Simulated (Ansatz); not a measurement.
```json
{"atom": "C", "x (Å)": "-0.9700", "y (Å)": "-0.8090", "z (Å)": "1.0212"}
{"atom": "Br", "x (Å)": "2.1930", "y (Å)": "0.5879", "z (Å)": "1.3655"}
{"atom": "Sn", "x (Å)": "0.1548", "y (Å)": "0.6514", "z (Å)": "-0.1711"}
{"atom": "H", "x (Å)": "-1.0939", "y (Å)": "-0.4235", "z (Å)": "2.0465"}
{"atom": "H", "x (Å)": "-1.9598", "y (Å)": "-1.0196", "z (Å)": "0.5881"}
{"atom": "H", "x (Å)": "-0.3932", "y (Å)": "-1.7456", "z (Å)": "1.0906"}
```

Geometry: PBE0-D3(BJ)/def2-SVP; core potentials replace the inner electrons of Sn.

These are results of isolated molecule in a Gaussian basis; Kohn-Sham density functional theory, functional PBE0 in Ansatz 0.2.0, not measurements.

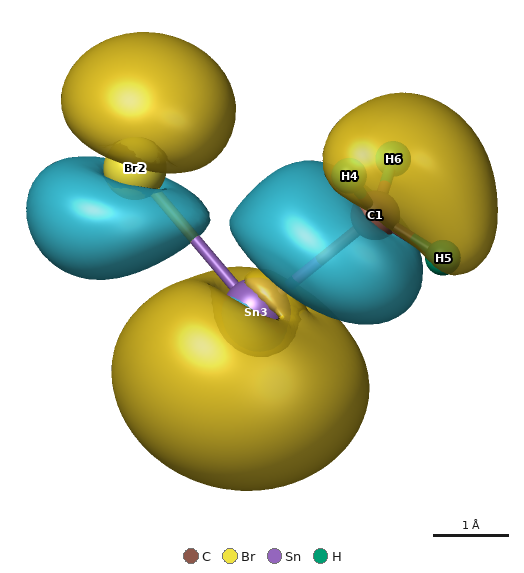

CH3BrSn (SMILES [CH3][Sn][Br]). One frontier orbital at ±0.06 Å⁻³ᐟ² (yellow and cyan are the two phases), seen at a tilt.

### Which orbital is it: HOMO or LUMO?

The HOMO, at −6.71 eV. It lies mainly on Sn3 (about 50 %), C1 (about 25 %) and Br2 (about 20 %).
